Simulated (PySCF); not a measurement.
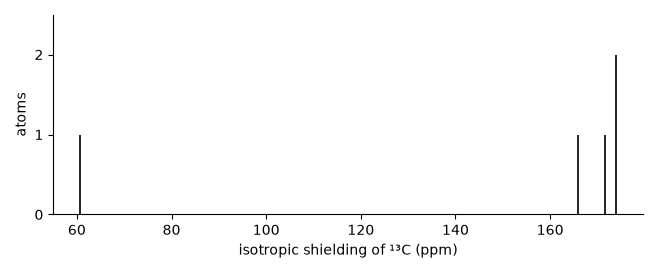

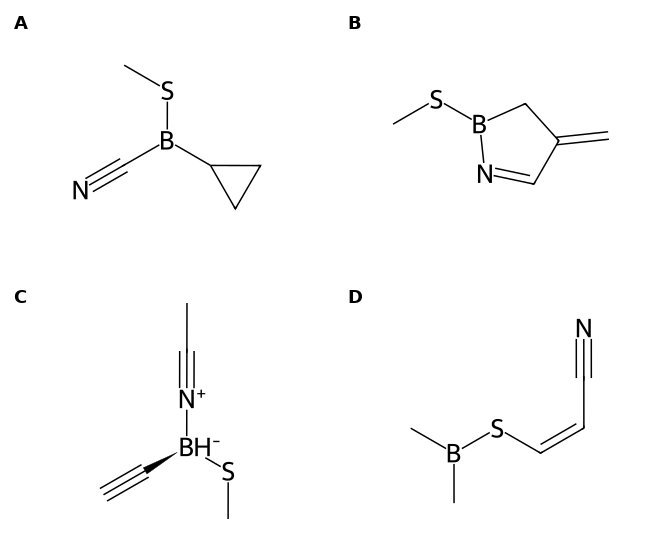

The sticks are computed shieldings of one of the molecules, for one fixed geometry (GFN2-xTB) without averaging over rotations. Low shielding means a high chemical shift. Method: GIAO PBE0/pcSseg-1 NMR shielding, non-relativistic, gas phase (PySCF 2.14.0).

**Match the spectrum to a structure.**

A, `CSB(C#N)C1CC1`. Its 5 C atoms give lines at 60.7, 165.8, 171.7, 173.9 (2 atoms) ppm.

The geometry is semi-empirical. Around B such bond lengths and angles can be off by a tenth of an ångström or more and by several degrees, and values that hang on the shape move with them.
